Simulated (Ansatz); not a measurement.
# C₂H₇Si (SMILES [CH2-][SiH2]C) (charge −1): what the fields show

Input

```
basis:
  gaussian: {orbitals: def2-TZVPD}
crystal:
  periodic: [false, false, false]
  atoms:
    - symbol: C
      position_ang: [-0.755307, -0.879815, -1.919798]
    - symbol: C
      position_ang: [-0.993477, 2.134577, -0.651548]
    - symbol: Si
      position_ang: [-0.179273, 0.370788, -0.795786]
    - symbol: H
      position_ang: [-0.491693, -0.852141, -2.985025]
    - symbol: H
      position_ang: [-1.639850, -1.487704, -1.689486]
    - symbol: H
      position_ang: [-0.237549, -0.064423, 0.663518]
    - symbol: H
      position_ang: [1.270804, 0.770958, -1.039537]
    - symbol: H
      position_ang: [-0.950007, 2.664816, -1.618836]
    - symbol: H
      position_ang: [-0.482029, 2.758412, 0.108230]
    - symbol: H
      position_ang: [-2.057551, 2.051452, -0.369601]
total_charge: -1
hamiltonian: {xc: pbe0}
output: {forces: true, orbitals: {seedname: orbitals}}
```

Command:

```sh
ansatz run input.yaml --threads 2 --pin off --max-ram 4350MiB --events-out events.jsonl --progress --plain --runs-dir runs
```

Geometry: B3LYP-D3(BJ)/def2-SVPD; the highest occupied orbital lies above zero, a sign that basis and functional describe the outermost electron poorly.

Computed with isolated molecule in a Gaussian basis; Kohn-Sham density functional theory, functional PBE0 (Ansatz).

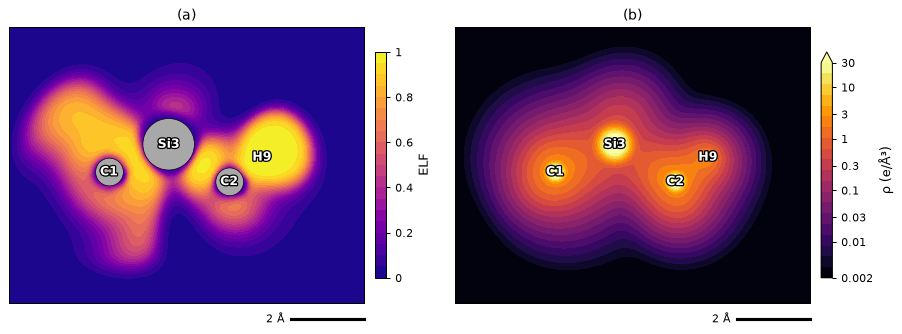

Figure 1. (a) electron localisation function; (b) total electron density on the plane of atoms C1, Si3 and C2. Grey discs cover the atomic cores in the ELF map.

Q: Read the bonding off the picture.

A:
- The section cuts through C, Si and H sites.
- C–Si (1.78 Å): the density is about 1.1 e/Å³ at the midpoint; the ELF peaks at about 0.90 between the atoms: a covalent bond.
- C–H (1.11 Å): the density is about 1.8 e/Å³ at the midpoint; the ELF climbs to about 1 towards the hydrogen, as it does in any bond to H; an ordinary covalent bond to hydrogen.
- C–Si (1.95 Å): the density is about 0.84 e/Å³ at the midpoint; the ELF peaks at about 0.95 between the atoms: a covalent bond.

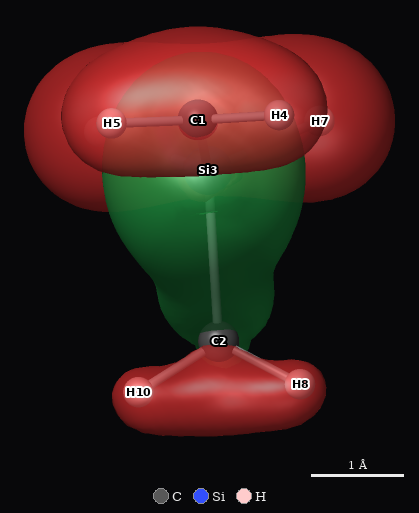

Figure 2. The HOMO−1 at ±0.1 Å⁻³ᐟ² (green and red are the two phases), seen at an oblique angle.

Q: What is the character of this orbital?

A: It lies mainly on Si3 (about 30 %), C1 (about 30 %), H7 (about 10 %), H6 (about 10 %) and C2 (about 5 %). Its energy is −3.48 eV.

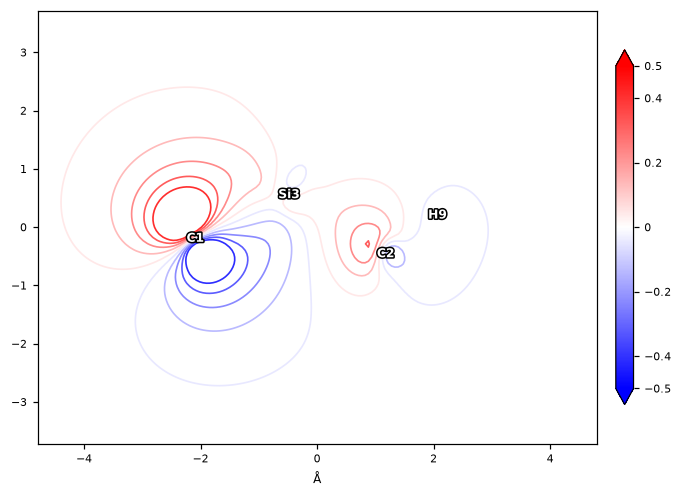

Figure 3. The HOMO on the plane of atoms C1, Si3 and C2 (values in Å⁻³ᐟ²; the overall sign is arbitrary).

Q: Describe this orbital and give its energy.

A: By Hirshfeld shares it lies mainly on C1 (about 60 %), Si3 (about 20 %), H4 (about 5 %) and H5 (about 5 %). Its energy is 0.60 eV.
